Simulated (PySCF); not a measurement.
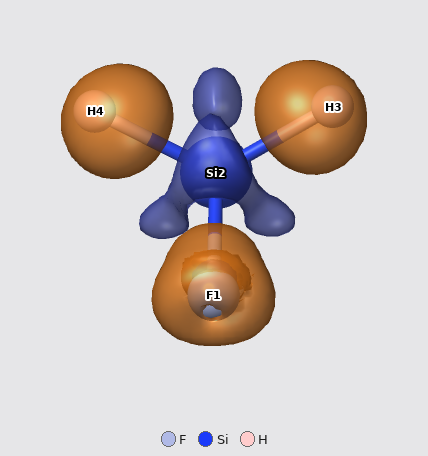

Figure. FH$_{2}$Si, doublet, SMILES `F[SiH2]`. Deformation density (molecule less spherical, spin-averaged free atoms at the same positions), surfaces at ±0.09 e/Å³; orange: gain, blue: loss.

Method: BLYP/def2-SVP; geometry: GFN2-xTB; program: PySCF. No frequency check shows the geometry to be a minimum. The stability of the open-shell solution wasn't checked. GFN2-xTB doesn't know the spin state, so this open-shell geometry is rough.

The calculation's input:

```python
import numpy as np
from pyscf import gto, scf, dft
from pyscf.scf import atom_ks, atom_hf
from scipy.linalg import block_diag

def solve(mol, dm0=None, hcore=None):
    mf = (dft.UKS if mol.spin else dft.RKS)(mol, xc='blyp')
    mf.grids.level = 3
    mf = mf.density_fit(auxbasis='def2-universal-jkfit')
    mf.conv_tol, mf.max_cycle = 1e-8, 80
    if hcore is not None:
        mf.get_hcore = lambda *args: hcore
    mf.kernel(dm0)
    if not mf.converged:
        mf = mf.newton().run(mf.mo_coeff, mf.mo_occ, max_cycle=30)
    assert mf.converged, 'SCF not converged'
    return mf

mol = gto.M(atom='''
F     -1.06769     0.00003    -0.02854
Si     0.54899     0.00001     0.09021
H      0.96196     1.25388    -0.50314
H      0.96144    -1.25437    -0.50293
''', basis='def2-svp', charge=0, spin=1, verbose=4)
mf = solve(mol)
mf.analyze()
# spherically averaged free atoms, for the promolecule
atm = atom_ks.get_atm_nrks(mol, xc='blyp')
pro = block_diag(*[(atm[a[0]][2] * atm[a[0]][3]) @ atm[a[0]][2].T for a in mol._atom])
np.savez('result.npz', e=mf.e_tot, c=mf.mo_coeff, occ=mf.mo_occ, eps=mf.mo_energy, pro=pro, dip=mf.dip_moment(verbose=0), s2=mf.spin_square()[0])
```

Run with:

```sh
OMP_NUM_THREADS=1 python input.py
```

The run took 5.6 s on 1 thread of Arm Neoverse N1, with other jobs on the host, peak memory 0.2 GiB.

Partitions, critical points and surface values were worked out afterwards from this run's density.

Describe the bonding that the map shows.

Answer. Si2–H3 and Si2–H4: +0.18 e/Å³ at the bond critical point (bond length 1.45 Å, Mayer order 0.9). F1–Si2: −0.02 e/Å³ at the bond critical point (bond length 1.62 Å, Mayer order 1.1); up to 0.6 Å beside the axis the gain reaches +0.18 e/Å³. In all, 0.8 electrons gather in the regions of gain relative to the promolecule. A small or negative value marks a very polar bond, one between electron-rich atoms, whose free-atom densities already overlap strongly, a long bond to a heavier atom, or a closed-shell contact such as a hydrogen bond.

Where do the Hirshfeld charges lie?

Answer. The highest Hirshfeld charge is on Si2 (+0.33 e), the lowest on F1 (−0.18 e).

| atom | charge (e) |
| --- | --- |
| F1 | −0.18 |
| Si2 | +0.33 |
| H3 | −0.07 |
| H4 | −0.07 |
